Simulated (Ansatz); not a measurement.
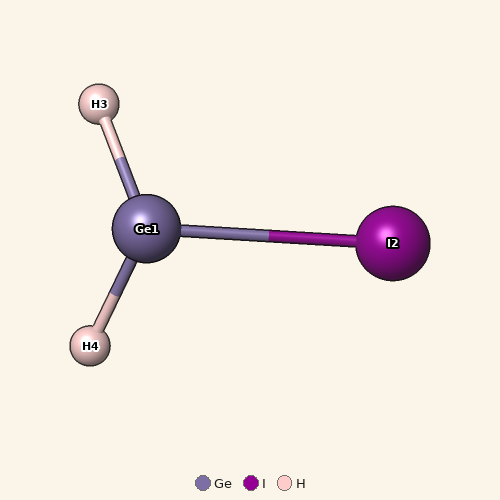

The system is GeH₂I, SMILES [GeH2][I], spin multiplicity 2; the picture shows the grid point nearest to the relaxed geometry. Two internal coordinates are moved rigidly from the geometry relaxed at PBE0-D4/def2-TZVP, all others fixed. First axis: bond Ge1–H4. Second axis: angle H3–Ge1–H4. Grid: 5 × 5 points. Energies: kcal/mol, counted from the lowest grid point. Method: UKS PBE-D4/def2-TZVPP (Ansatz).

Its coordinates:

```yaml
atoms:
  - { symbol: Ge, position_ang: [-0.0308, -0.3313, -0.4388] }
  - { symbol: I, position_ang: [1.4895, -0.1641, 1.5501] }
  - { symbol: H, position_ang: [-1.4666, -0.5669, 0.0849] }
  - { symbol: H, position_ang: [0.0563, 0.9008, -1.1575] }
```

Range: bond Ge1–H4 from 1.268 to 2.242 Å; angle H3–Ge1–H4 from 81 to 141°.

What will the energy surface look like?

Answer. The lowest grid point is at bond Ge1–H4 = 1.664 Å, angle H3–Ge1–H4 = 111°. The bottom of the well lies between grid points, at about bond Ge1–H4 = 1.557 Å, angle H3–Ge1–H4 = 110°, about 1.5 kcal/mol lower on the interpolated surface. No other kind of well shows on this grid. The highest grid point, bond Ge1–H4 = 2.242 Å, angle H3–Ge1–H4 = 81°, lies 36.0 kcal/mol above the lowest. Round the minimum the two coordinates are weakly coupled (coupling 0.06 in units of the two stiffnesses).

```
angle H3–Ge1–H4 ↓, bond Ge1–H4 →  1.268  1.429  1.664  1.938  2.242
                             141   28.7   10.5    9.5   21.4   35.6
                             126   22.9    4.1    2.7   14.9   30.9
                             111   21.3    2.0    0.0   12.2   29.0
                              96   24.8    4.8    2.1   13.7   30.5
                              81   34.2   13.5    9.7   20.2   36.0
```

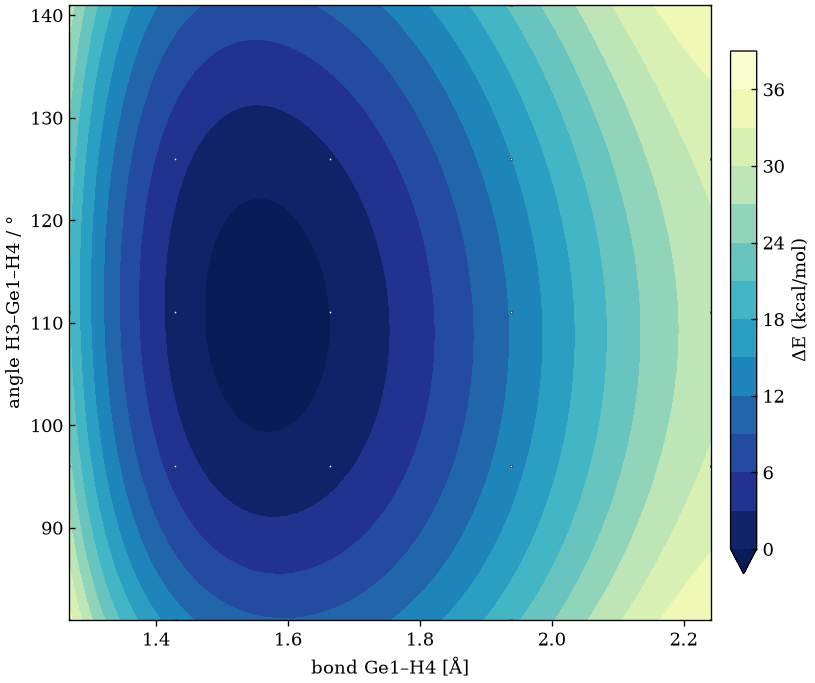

In the figure: filled contours, dots at the grid points. Between grid points the surface is interpolated.
